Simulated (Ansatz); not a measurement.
# G0W0 on several functionals: InF3 (R-3c), part 2 of 2

How much of the starting functional survives in the G0W0 gap of InF3 (R-3c)?

Ansatz 0.2.0; G0W0 on several functionals, plane waves, PAW. Known limits of the many-body steps: not at the basis limit; no spin-orbit coupling.

So far. Step 2 (G0W0 on LDA): The gap on the mesh goes from 4.01 eV to 7.42 eV, a correction of +3.41 eV. Between the two edge states, bare exchange in place of the xc potential would open the gap by 12.59 eV, and correlation takes back 9.18 eV.

In doubt: masses and optical values from hybrid runs of this build are listed as unsure (step 4), which bears on the screening that GW takes from such a start.

## 3. G0W0 on r2SCAN

The same correction from a different start measures what one shot leaves open.

This step: G0W0 on r2SCAN, plane waves, PAW.

Input file input.yaml:

```yaml
crystal:
  lattice:
    - [2.6021411829, 1.5023469124, 4.9075061345]
    - [-2.6021411829, 1.5023469124, 4.9075061345]
    - [0.0, -3.0046938249, 4.9075061345]
  atoms:
    - { symbol: In, position: [0.5, 0.5, 0.5] }
    - { symbol: In, position: [0.0, 0.0, 0.0] }
    - { symbol: F, position: [0.39570922, 0.75, 0.10429078] }
    - { symbol: F, position: [0.75, 0.10429078, 0.39570922] }
    - { symbol: F, position: [0.89570922, 0.60429078, 0.25] }
    - { symbol: F, position: [0.25, 0.89570922, 0.60429078] }
    - { symbol: F, position: [0.60429078, 0.25, 0.89570922] }
    - { symbol: F, position: [0.10429078, 0.39570922, 0.75] }
kpoints:
  mp_grid: { grid: [4, 4, 4] }
hamiltonian:
  xc: r2scan
scf:
  occupations: { method: fixed }
gw:
  n_empty_bands: 911
  ecut_chi: 230.0
  qp_bands: [v2, c2]
  qp_kpoints: band_edges
  screening: { model: contour_deformation }
```

The run is started by

```sh
> ansatz run input.yaml --threads 3 --pin off --max-ram 92160MiB --backend cuda --events-out ev --progress --plain --runs-dir out --devices 1 --max-vram 13GiB  # rebuilt from the run's record
```

Numbers of over 12 decimals in the logs are rounded to 6 here.

Output:

```text
GPUs: using 1 of 1 available (devices: 1).
[...]
GPU FFT provider: cuFFT
GPU libraries: cuBLAS 13.8.2, cuFFT 12.4.0, cuSOLVER 12.3.4
Crystal: 8 atoms, lattice volume = 115.110 Å³
Basis set: ecut = 500 eV, 2957 PW (Γ), exchange–correlation on 180×180×180 points (64 copies of the dense FFT grid, shifted against one another)
Bands: 42, of which v1, the nominal top of the filled ones, is band 34 counted from 1 (33 counted from 0)
Symmetry: 12 space group operations
[...]
k-points: 13 of 64
[...]
GPU buffer pool allocated for 91125 grid points (all kernels)
[...]
SCF iter   1: F=—  HF=-16087.121172 eV  |F-HF|=—  |Δ(HF+E_count)|=         —  Δρ=1.16e-2  dr2=1.16e-1  dr2_τ=2.02e-1  ethr=1.77e-3  ⟨swp⟩=4.9  Hψ=1846  notcnv=0  defer=78
[...]
SCF iter   7: F=-16087.198964 eV  HF=-16087.198964 eV  |F-HF|=2.67e-9  |Δ(HF+E_count)|=   9.79e-8  Δρ=2.87e-6  dr2=8.33e-9  dr2_τ=4.23e-10  ethr=1.47e-10  ⟨swp⟩=9.0  Hψ=1912  notcnv=0
SCF 1 converged in 7 iterations: F = -16087.198964 eV  dr2 = 8.33e-9
[...]
NSCF: frozen V_eff on 13 k-points
[...]
G₀W₀ screening: q 1/13
[... further progress lines ...]
[...]
SCF converged after 7 iterations
Free energy (F): -16087.198964 eV
[...]
Internal energy: -16087.198964 eV  (E = F + TS)
E sigma→0 (E₀):  -16087.198964 eV
Fermi energy:    1.012783 eV
[...]
--- Band table (eV; the first three rows and the last of 13) ---
  k-point 0: bands = [... 30 lower, 0.8675, 0.8675, 0.9825, 0.9825, 6.0961, 11.7303, 12.7201, 13.9119, ... 4 higher]
  k-point 1: bands = [... 30 lower, 0.7687, 0.7805, 0.8797, 0.9401, 6.9634, 10.6578, 13.2630, 13.3355, ... 4 higher]
  k-point 2: bands = [... 30 lower, 0.7379, 0.7379, 0.8682, 0.8682, 8.7755, 8.7755, 13.2756, 13.2756, ... 4 higher]
  k-point 12: bands = [... 30 lower, 0.8822, 0.8822, 0.8822, 0.8822, 8.5546, 8.5546, 13.9902, 13.9902, ... 4 higher]
[...]
0    33      0.9825   -32.6580     5.1187   -25.7561  0.7897    -0.8391    -0.8007  root
     0    34      0.9825   -32.6580     5.1187   -25.7561  0.7897    -0.8391    -0.8007  root
     0    35      6.0961   -10.6890    -3.4037   -15.2077  0.8710     7.2170     7.2111  root
     0    36     11.7303   -14.4935    -4.5152   -20.8281  0.8227    13.5916    13.5498  root
     1    33      0.8797   -32.0729     5.4402   -24.7946  0.7845    -1.0024    -0.9584  root
     1    34      0.9401   -32.2252     5.4142   -24.9791  0.7850    -0.9352    -0.8919  root
     1    35      6.9634   -11.7365    -3.4043   -16.3688  0.8641     8.1993     8.1914  root
     1    36     10.6578   -13.1467    -4.1759   -18.9535  0.8396    12.3138    12.2886  root
[...]
12    33      0.8822   -32.1534     5.3557   -24.9861  0.7852    -0.9714    -0.9293  root
    12    34      0.8822   -32.1534     5.3557   -24.9861  0.7852    -0.9714    -0.9293  root
    12    35      8.5546   -12.2623    -3.5998   -17.2701  0.8553     9.9755     9.9627  root
    12    36      8.5546   -12.2623    -3.5998   -17.2701  0.8553     9.9755     9.9627  root
```

Run time: 2 min. Hardware: 1 × NVIDIA H100 80GB HBM3 (shared by 6 runs) with 3 threads of AMD EPYC 7R13 (Zen 3), shared host; peak memory 4 GiB.

Numbers from this step:

```yaml
bands_summed: 945
rpa_eps_infinity_on_this_mesh_eigenvalues: 2.138, 2.138, 2.195
plane_waves_in_the_screening_matrix: 919
q_points_in_the_mesh: 64
g0w0_gap_on_the_mesh: 7.995 eV
k_of_the_valence_top: 0, -0.5, -0.5
k_of_the_conduction_bottom: 0, 0, 0
starting_gap_on_the_mesh: 5.083 eV
z_at_the_valence_top: 0.7882
z_at_the_conduction_bottom: 0.8710
least_direct_g0w0_gap_on_the_computed_points: 8.012 eV
```

Against the run with 4×4×4 mesh, 911 empty bands, screening to 230 eV on LDA, the gap moves by +0.57 eV, while the start moved by +1.07 eV.

## 4. G0W0 on HSE06

This step: G0W0 on HSE06, plane waves, PAW.

input.yaml, as its differences from that of step 3:

```diff
@@ -17,3 +17,3 @@
 hamiltonian:
-  xc: r2scan
+  xc: hse06
 scf:
```

Output:

```text
GPUs: using 1 of 1 available (devices: 1).
[...]
davidson cushion auto → on  (no smearing: the cushion is to keep the highest requested band from converging to the state above it; pin scf.eigensolver.cushion to override)
[...]
GPU FFT provider: cuFFT
GPU libraries: cuBLAS 13.8.2, cuFFT 12.4.0, cuSOLVER 12.3.4
Crystal: 8 atoms, lattice volume = 115.110 Å³
Basis set: ecut = 420 eV, 2249 PW (Γ)
[...]
1    35      7.3283   -11.3027    -3.3283   -15.6862  0.8810     8.3877     8.3835  root
     1    36     11.1750   -12.7096    -3.9504   -18.0162  0.8609    12.5423    12.5311  root
[...]
12    33     -0.1932   -32.2199     4.8185   -26.1860  0.8103    -1.4215    -1.4086  root
    12    34     -0.1932   -32.2199     4.8185   -26.1860  0.8103    -1.4215    -1.4086  root
    12    35      8.9787   -11.8245    -3.4631   -16.4730  0.8736    10.1705    10.1641  root
    12    36      8.9787   -11.8245    -3.4631   -16.4730  0.8736    10.1705    10.1641  root
[key lines of the parts left out:]
Free energy (F): -16056.115075 eV
Fermi energy:    0.007293 eV
```

Wall time 4.6 min (1 × NVIDIA H100 80GB HBM3 (shared by 6 runs) with 3 threads); peak memory 4.1 GiB; 6.3 min of CPU time.

Numbers from this step:

```
bands summed                                 : 945
RPA ε∞ on this mesh (eigenvalues)            : 1.992, 1.992, 2.037
plane waves in the screening matrix          : 919
G0W0 gap on the mesh                         : 8.572 eV
k of the valence top                         : 0, -0.5, -0.5
k of the conduction bottom                   : 0, 0, 0
starting gap on the mesh                     : 6.438 eV
least direct G0W0 gap on the computed points : 8.579 eV
```

Against the run with 4×4×4 mesh, 911 empty bands, screening to 230 eV on r2SCAN, the gap moves by +0.58 eV, while the start moved by +1.35 eV.

## 5. The starts together

All on the 4×4×4 mesh with 911 empty bands and screening to 230 eV. Times are wall times on 1 × NVIDIA H100 80GB HBM3 (shared by 6 runs) with 3 threads of AMD EPYC 7R13 (Zen 3), shared host, good to a factor of about two.

| start | starting gap (eV) | shift (eV) | G0W0 gap (eV) | RPA ε∞ (harmonic mean) | Z (valence, conduction) | time |
| --- | --- | --- | --- | --- | --- | --- |
| LDA | 4.01 | +3.41 | 7.42 | 2.41 | 0.76, 0.85 | 57 s |
| r2SCAN | 5.08 | +2.91 | 7.99 | 2.16 | 0.79, 0.87 | 2 min |
| HSE06 | 6.44 | +2.13 | 8.57 | 2.01 | 0.82, 0.89 | 4.6 min |

The parts of the quasiparticle energy at the two band edges (eV; QP = start + Σx + Σc − Vxc):

| run | edge | start | Σx | Σc | Vxc | Z | QP |
| --- | --- | --- | --- | --- | --- | --- | --- |
| LDA | valence top | 1.21 | -32.41 | 5.75 | -24.73 | 0.76 | -0.72 |
| LDA | conduction bottom | 5.23 | -11.72 | -3.43 | -16.62 | 0.85 | 6.70 |
| r2SCAN | valence top | 1.01 | -32.56 | 5.23 | -25.54 | 0.79 | -0.78 |
| r2SCAN | conduction bottom | 6.10 | -10.69 | -3.40 | -15.21 | 0.87 | 7.21 |
| HSE06 | valence top | 0.01 | -33.11 | 4.19 | -27.75 | 0.82 | -1.17 |
| HSE06 | conduction bottom | 6.45 | -10.38 | -3.33 | -14.66 | 0.89 | 7.41 |

For a hybrid start, Vxc holds its share of exact exchange.

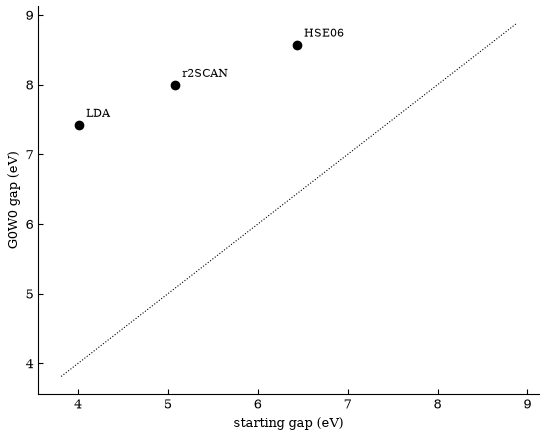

G0W0 gap against starting gap; on the dotted line the correction would vanish.

## 6. What came out

```json
{
  "G0W0@LDA": "7.42 eV (start 4.01 eV)",
  "G0W0@r2SCAN": "7.99 eV (start 5.08 eV)",
  "G0W0@HSE06": "8.57 eV (start 6.44 eV)",
  "known limits": "not at the basis limit; no spin-orbit coupling"
}
```

**Reading.** The starting gaps span 2.42 eV and the G0W0 gaps 1.15 eV. Between LDA and HSE06, 1.15 eV of the 2.42 eV survives, 47 %. HSE06 screens less than LDA (ε∞ 2.01 against 2.41). Of the 1.15 eV by which its G0W0 gap is higher, the correlation part gives +1.66 eV, and exchange with the one-particle terms, which follow the orbitals, −0.51 eV. The smallest correction, +2.13 eV, is on HSE06, the start nearest to reproducing itself. Bands and cutoff are finite, so the gap is not at the basis limit. The miss can reach some tenths of an eV and take either sign; the mesh is an error of its own. The many-body steps are scalar-relativistic: spin-orbit coupling is not in them.

[Paths, hosts, dates, memory and timing lines, banners, echoed tables and standing remarks are left out of the program output.]

[Logs are printed without paths, hosts, clocks, repeated set-up lines and the standing remarks that a program may print on its own settings, such as how far it seeks lower states.]

[Runs of the session that timed out or met a known fault of the program may be left out.]

[Cells called generated may have been cut or substituted from an entry of the Crystallography Open Database or the Materials Project.]

[Hosts, paths, dates, database ids (printed as entryN), source tags and the programs' standing remarks are cut or masked in the printed files.]
